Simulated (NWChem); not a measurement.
# CF4 (SMILES FC(F)(F)F): levels of theory compared

Wanted: a comparison of 4 runs (HF/STO-3G, HF/3-21G, B3LYP/6-31G*) of CF4. 

The results are computed with NWChem 7.3.0.

3 further runs of the same task are left out: 3 that didn't finish.

**1. The structure to begin with**

CF4: 5 atoms, total charge 0, spin state singlet. As SMILES, `FC(F)(F)F`. The C2–F4 distance was set to 1.713 Å, away from the relaxed value.

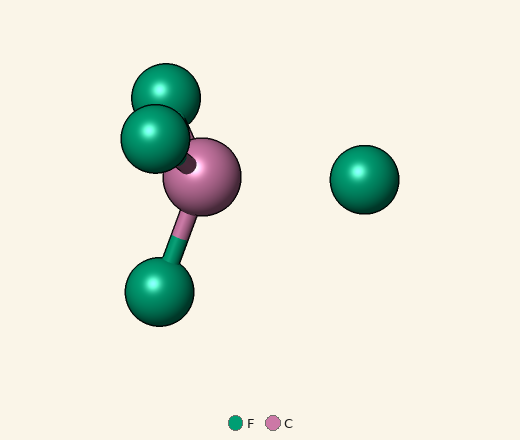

Viewed from a chosen angle; fluorine teal, carbon pink.

**2. A single-point energy at HF/STO-3G (run 1)**

geom.nw reads:

```
start geom
memory total 2200 mb
geometry units angstrom noautosym nocenter noautoz
F       -0.707905       0.256682       1.276860
C        0.152195       0.216682       0.279060
F        1.299695      -0.269918       0.707460
F       -0.464000      -0.786000      -0.966200
F        0.338795       1.434382      -0.189340
end
basis spherical bse
* library STO-3G
end
scf
thresh 1e-08
maxiter 80
end
task scf
```

Launch:

```bash
$ nwchem geom.nw > geom.out
```

What it wrote:

```text
[...]
  functions       =    25
[...]
  wavefunction    = RHF
[...]
         Total SCF energy =   -429.502149678385
      One-electron energy =   -988.390859974093
      Two-electron energy =    365.684444236666
 Nuclear repulsion energy =    193.204266059042
        Time for solution =      0.4s
[...]
```

Wall time 1 s (1 thread of Intel Xeon 6975P-C (Granite Rapids), shared host); peak memory 0.097 GiB.

**3. A single-point energy at HF/3-21G (run 2)**

cf4.nw reads:

```
echo
start cf4
memory stack 880 mb heap 220 mb global 1100 mb

geometry units angstroms noautosym nocenter noautoz
  F    -0.707905    0.256682    1.276860
  C     0.152195    0.216682    0.279060
  F     1.299695   -0.269918    0.707460
  F    -0.464000   -0.786000   -0.966200
  F     0.338795    1.434382   -0.189340
end

basis spherical bse
  F library 3-21G
  C library 3-21G
end

scf
  thresh 1e-08
  maxiter 80
  print medium
end

task scf energy
```

Launch:

```bash
$ nwchem cf4.nw > cf4.out
```

What it wrote:

```text
[...]
  functions       =    45
[...]
  wavefunction    = RHF
[...]
         Total SCF energy =   -433.221297852651
      One-electron energy =   -987.909215428961
      Two-electron energy =    361.483651517268
 Nuclear repulsion energy =    193.204266059042
        Time for solution =      0.5s
[...]
```

Run time: 1.1 s. Hardware: 1 thread of Intel Xeon 6975P-C (Granite Rapids), shared host; peak memory 0.097 GiB.

Run 3 isn't shown in full; the table further down has it.

**4. A single-point energy at B3LYP/6-31G(d) (Cartesian functions) (run 4)**

cf4.nw reads:

```
start cf4
title "CF4"
memory stack 880 mb heap 220 mb global 1100 mb
charge 0

geometry noautosym nocenter noautoz
F     -0.707905     0.256682     1.276860
C      0.152195     0.216682     0.279060
F      1.299695    -0.269918     0.707460
F     -0.464000    -0.786000    -0.966200
F      0.338795     1.434382    -0.189340
end

basis cartesian
F library 6-31G*
C library 6-31G*
end

dft
xc b3lyp
grid xfine
convergence energy 1e-08
maxiter 100
mulliken
end

task dft energy
```

Launch:

```bash
$ nwchem cf4.nw > cf4.out
```

What it wrote:

```text
[...]
          Wavefunction type:  closed shell.
          No. of atoms     :     5
          No. of electrons :    42
[...]
          Charge           :     0
          Spin multiplicity:     1
[...]
          AO basis - number of functions:    75
[...]
              XC Information
              --------------
                         B3LYP Method XC Potential
                     Hartree-Fock (Exact) Exchange  0.200
                        Slater Exchange Functional  0.800 local
                    Becke 1988 Exchange Functional  0.720 non-local
              Lee-Yang-Parr Correlation Functional  0.810
                  VWN I RPA Correlation Functional  0.190 local
[...]
 d= 0,ls=0.0,diis     1   -437.1371472976 -6.30D+02  3.38D-02  2.45D+00     1.3
[...]
 d= 0,ls=0.0,diis     9   -437.4201280993 -4.62D-09  8.59D-07  1.88D-08     9.4
         Total DFT energy =     -437.420128099311
      One electron energy =     -992.056049089003
           Coulomb energy =      408.601537903022
    Exchange-Corr. energy =      -47.169882972371
 Nuclear repulsion energy =      193.204266059042
[...]
      Total Density - Mulliken Population Analysis
     ---------------------------------------------
    Atom       Charge   Shell Charges
 -----------   ------   -------------------------------------------------------
    1 F    9     9.19   1.99  0.96  3.31  0.94  1.93  0.06
    2 C    6     5.09   1.99  0.72  1.70  0.15  0.41  0.12
    3 F    9     9.19   1.99  0.96  3.31  0.94  1.93  0.06
    4 F    9     9.33   1.99  0.95  3.23  1.01  2.11  0.04
    5 F    9     9.19   1.99  0.96  3.31  0.94  1.93  0.06
[...]
```

It took 9.9 s on 1 thread of Intel Xeon 6975P-C (Granite Rapids), shared host; peak memory 0.12 GiB.

**5. The series**

```
run                               level  iteration cap  module  energy (Eh)  dipole moment (D)  HOMO energy (eV)  LUMO energy (eV)  wall time
  1                           HF/STO-3G             80     scf  -429.502150               0.57            -10.92              8.39        1 s
  2                            HF/3-21G             80     scf  -433.221298               1.28            -16.23              3.73      1.1 s
  3  B3LYP/6-31G* (spherical functions)            100     dft  -437.415992               1.56                 –                 –      9.3 s
  4  B3LYP/6-31G* (Cartesian functions)            100     dft  -437.420128               1.56            -10.36             -1.38      9.9 s
```

**6. Summary of results**

| quantity | value |
| --- | --- |
| run 4: total energy | -437.42013 Eh |
| run 4: dipole moment | 1.56 D |
| run 4: HOMO energy | -10.36 eV |
| run 4: LUMO energy | -1.38 eV |
| run 4: HOMO–LUMO gap | 8.98 eV |

**Reading.** The dipole moment (its size) runs from 0.57 D (HF/STO-3G) to 1.56 D (B3LYP/6-31G*). The two ends differ in method and basis. Over runs 1, 2, 4 the HOMO–LUMO gap runs from 8.98 eV (B3LYP/6-31G*) to 19.95 eV (HF/3-21G). In run 1 the basis is minimal, so the values are rough. All runs together took 21 s, the longest 9.9 s.
